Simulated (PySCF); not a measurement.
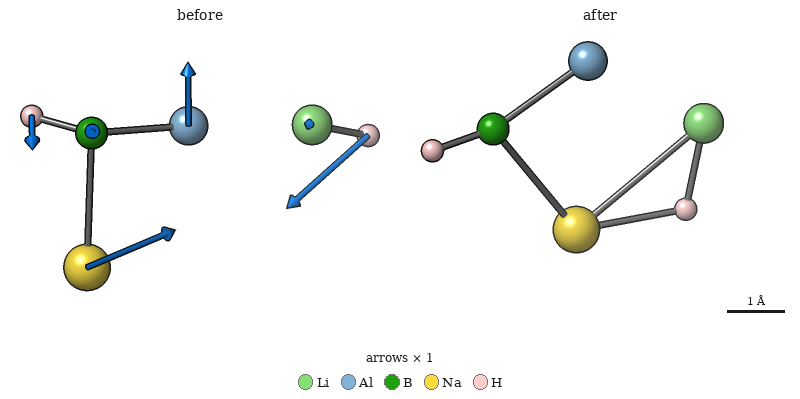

The structure of NaLiAlBH2 before (left) and after (right) a relaxation, at one scale. The blue arrows give the displacements, at their true length.

The picture is a ball-and-stick view, seen from a free direction.

It is one of the separated reactants of a reaction.

The calculation used RKS PBE-D4/def2-SVP, density fitting in PySCF 2.14.0. 

> What changed between the two?

After 33 geometry steps the energy has fallen by 27.6 kcal/mol. The largest move after the best rigid fit is that of the Na atom, 2.13 Å. By element the largest moves are Na 2.13 Å, H 2.08 Å, Al 1.21 Å, B 0.45 Å, Li 0.21 Å. Among the contacts that change: H–Na 6.136 → 2.112 Å, Li–Na 4.956 → 2.950 Å, B–Na 2.561 → 2.893 Å, Al–Li 2.582 → 2.818 Å. New bonds form, among them: H–Na (6.14 → 2.11 Å), Li–Na (4.96 → 2.95 Å). Among the angles between lasting bonds that change: Al–B–H 121.9° → 158.7°, Na–B–H 93.1° → 117.8°. Cost: 4.3 min on 2 threads of AMD EPYC 7B13, on a shared host.
